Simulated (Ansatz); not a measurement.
## Electronic structure of CH₅AlSi in real space

Input

```
crystal:
  periodic: [false, false, false]
  atoms:
    - {symbol: C, position_ang: [-0.415229, 0.290210, -0.762469]}
    - {symbol: Al, position_ang: [0.095773, 1.187750, 0.892544]}
    - {symbol: Si, position_ang: [0.453746, -1.040187, 0.322816]}
    - {symbol: H, position_ang: [-1.501896, 0.134429, -0.781059]}
    - {symbol: H, position_ang: [-0.066379, 0.467803, -1.779065]}
    - {symbol: H, position_ang: [0.058049, 2.596665, 1.608671]}
    - {symbol: H, position_ang: [1.790796, -1.426309, -0.207033]}
    - {symbol: H, position_ang: [-0.322662, -2.267559, 0.649694]}
basis:
  gaussian: {orbitals: def2-TZVPP}
hamiltonian: {xc: pbe0, dispersion: d4}
output: {orbitals: {seedname: orbitals}}
```

Launched as:

```sh
ansatz run in.yaml --threads 2 --pin off --events-out ev --progress --plain --max-ram 4352MiB
```

Geometry: PBE0-D4/def2-TZVP.

Level of theory: Ansatz, RKS PBE0-D4/def2-TZVPP.

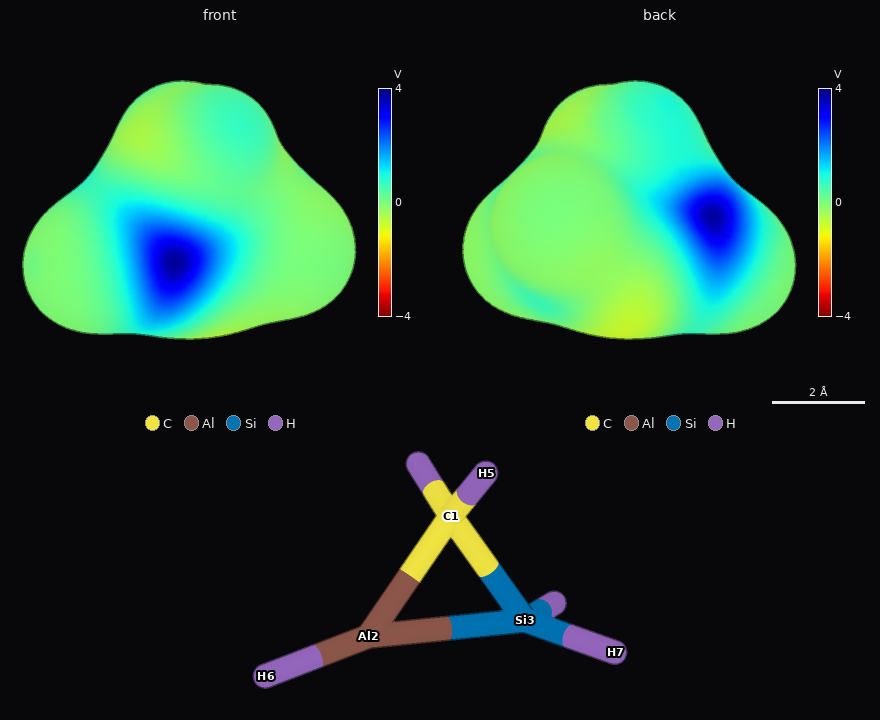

Figure 1. The molecular electrostatic potential painted on the density surface at 0.002 e/bohr³, seen from the front and from behind; the colour scale runs from red (negative) to blue (positive). The bare structure is drawn below in the same view.

Describe the electrostatic potential map.

Answer. The most negative region (about −0.8 V) lies over H7, the most positive (about +3.6 V) over Al2.

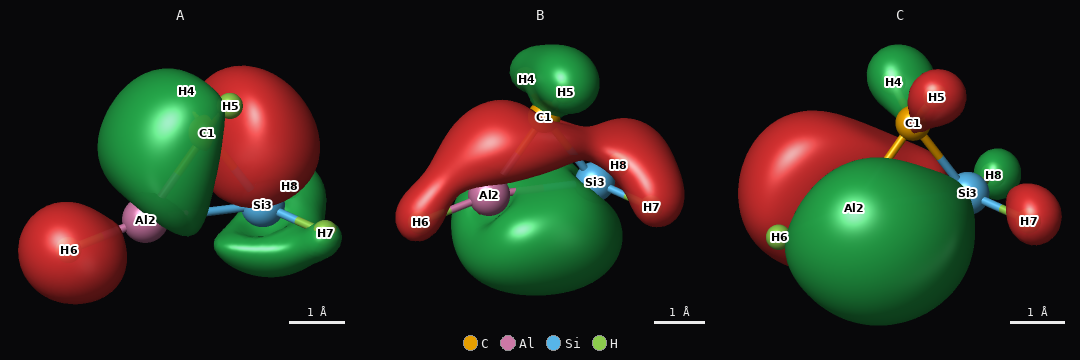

Figure 2. Three frontier orbitals at ±0.08 Å⁻³ᐟ² (green and red are the two phases), in no order.

Order the three orbitals by energy and name them.

Answer. A is the HOMO−1 (−7.35 eV). It lies mainly on C1 (about 45 %), Si3 (about 20 %), Al2 (about 15 %) and H6 (about 10 %). B is the HOMO (−6.03 eV). By Hirshfeld shares it lies mainly on Si3 (about 40 %), Al2 (about 35 %) and C1 (about 15 %). C is the LUMO (−1.87 eV). Its weight (Hirshfeld) is mainly on Al2 (about 70 %) and Si3 (about 15 %).

What is the HOMO–LUMO gap?

Answer. 4.16 eV between the orbital energies.

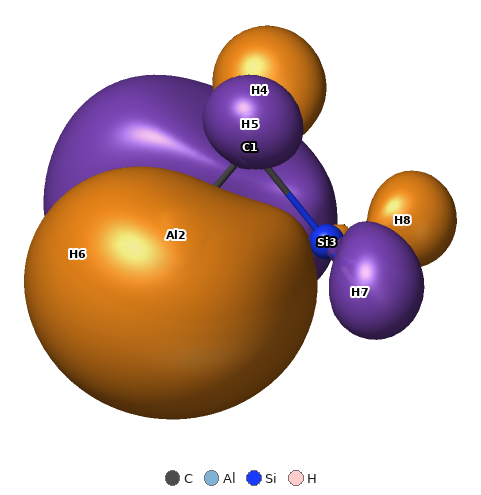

Figure 3. The LUMO at ±0.05 Å⁻³ᐟ² (orange and purple are the two phases), seen at a tilt.

What is the character of this orbital?

Answer. It lies mainly on Al2 (about 70 %) and Si3 (about 15 %). Its energy is −1.87 eV.
